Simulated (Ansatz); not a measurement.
# BH5S: ladder of basis sets

How does the energy of BH5S converge with the basis? A script is to give a ladder of basis sets; the system is BH5S. SMILES: [BH3-][SH2+].

All numbers are computed with Ansatz 0.2.0 through its Python package. The levels of theory stand in the script.

**1. The structure**

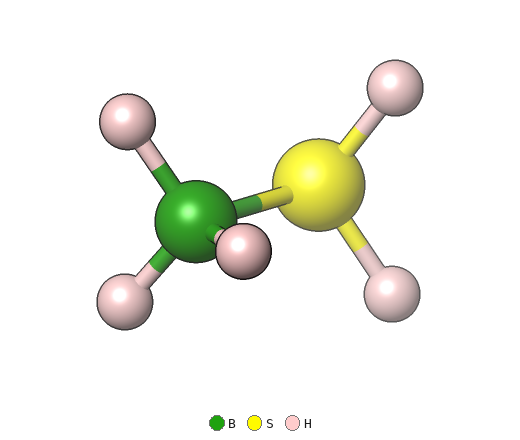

The starting structure, viewed from a chosen angle; boron green, sulfur yellow, hydrogen pink.

No structure file is read: the coordinates are typed or built in the script.

**2. The code**

basis.py

```python
# -*- coding: utf-8 -*-
import ansatz as az


def main():
    geometry_ang = [
        ('B', (-0.4522, -0.4235, -0.4629)),
        ('S', (0.5848, 0.8509, 0.3809)),
        ('H', (-1.6599, 0.0094, -0.4712)),
        ('H', (-0.3575, -1.416, 0.0832)),
        ('H', (-0.1403, -0.5153, -1.6208)),
        ('H', (0.1756, 1.0169, 1.6788)),
        ('H', (1.9107, 0.4097, 0.3661)),
    ]
    system = az.Crystal.molecule()
    for symbol, xyz in geometry_ang:
        system = system.atom(symbol, xyz)

    model = system.calculation().correlation('mp2')

    energies = {}
    for basis in ['cc-pVDZ', 'cc-pVTZ']:
        summary = model.basis(gaussian=basis).run(threads=1).report
        size = summary['n_frozen'] + summary['n_occupied'][0] + summary['n_virtual'][0]
        energies[basis] = (summary['reference_energy_ev'] / 27.211386246, summary['free_energy_ev'] / 27.211386246)
        print(f'{basis:14s} {size:4d} orbitals  reference {energies[basis][0]:14.6f} Ha  total {energies[basis][1]:14.6f} Ha')

    small, large = (energies[b][1] - energies[b][0] for b in ('cc-pVDZ', 'cc-pVTZ'))
    limit = (3 ** 3 * large - 2 ** 3 * small) / (3 ** 3 - 2 ** 3)
    print(f'correlation energy: {small:.6f} and {large:.6f} Ha, extrapolated {limit:.6f} Ha')
    print(f'share caught by the larger set: {100 * large / limit:.1f} %')


if __name__ == '__main__':
    main()
```

**3. The calls as engine input**

The package turns the script's settings into the engine's input (first run):

```yaml
crystal:
  periodic: [false, false, false]
  atoms:
    - { symbol: B, position_ang: [-0.4522, -0.4235, -0.4629] }
    - { symbol: S, position_ang: [0.5848, 0.8509, 0.3809] }
    - { symbol: H, position_ang: [-1.6599, 0.0094, -0.4712] }
    - { symbol: H, position_ang: [-0.3575, -1.416, 0.0832] }
    - { symbol: H, position_ang: [-0.1403, -0.5153, -1.6208] }
    - { symbol: H, position_ang: [0.1756, 1.0169, 1.6788] }
    - { symbol: H, position_ang: [1.9107, 0.4097, 0.3661] }
basis:
  gaussian:
    orbitals: cc-pVDZ
correlation:
  method: mp2
```

**4. Launch**

Started as:

```sh
$ python basis.py
```

Output:

```text
cc-pVDZ          57 orbitals  reference    -425.059749 Ha  total    -425.320651 Ha
cc-pVTZ         134 orbitals  reference    -425.088703 Ha  total    -425.418170 Ha
correlation energy: -0.260902 and -0.329467 Ha, extrapolated -0.358336 Ha
share caught by the larger set: 91.9 %
```

Run time: 1.9 s. Hardware: 1 thread of Intel Xeon Platinum 8375C at 2.90GHz (Ice Lake), shared host; peak memory 0.24 GiB.

**5. What changed from run to run**

The engine's inputs for the other runs:

Run 2, against run 1:

```diff
@@ -13 +13 @@
-    orbitals: cc-pVDZ
+    orbitals: cc-pVTZ
```

Lines on the test bed's own set-up are left out of the output.

**6. Run by run**

The 2 runs, in the order started:

```
run    basis  energy (eV)  iterations in all  CPU time (s)
  1  cc-pVDZ  -11573.5645                 11          0.35
  2  cc-pVTZ  -11576.2181                 11           1.2
```

Correlation energies (total less mean field):

```
  basis  correlation (eV)  share of the last  miss against the last (eV)  CPU time (s)
cc-pVDZ            -7.100             79.2 %                      +1.866          0.35
cc-pVTZ            -8.965            100.0 %                      +0.000           1.2
```

**7. Summary of results**

| quantity | value |
| --- | --- |
| extrapolated correlation energy | -0.358336 Ha |
| runs compared | 2 |
| correlation energy, last run | -8.965 eV |

**Reading.** Against cc-pVDZ: cc-pVTZ -97.5 mHa. The last step alone is -97.52 mHa. Notes:
- The drop along the ladder measures the basis error, and is no property of the molecule.
- The geometry is a force-field or estimated start, not a minimum of this method, and the last set is no limit. Much of the fall in a total is atomic energy, which cancels in bond and reaction energies.
- Inner cores stay frozen, so this is valence correlation.
- For Al to Cl the sets with a tight d function, cc-pV(X+d)Z, are usual.
- An extrapolation from small basis sets is rough.
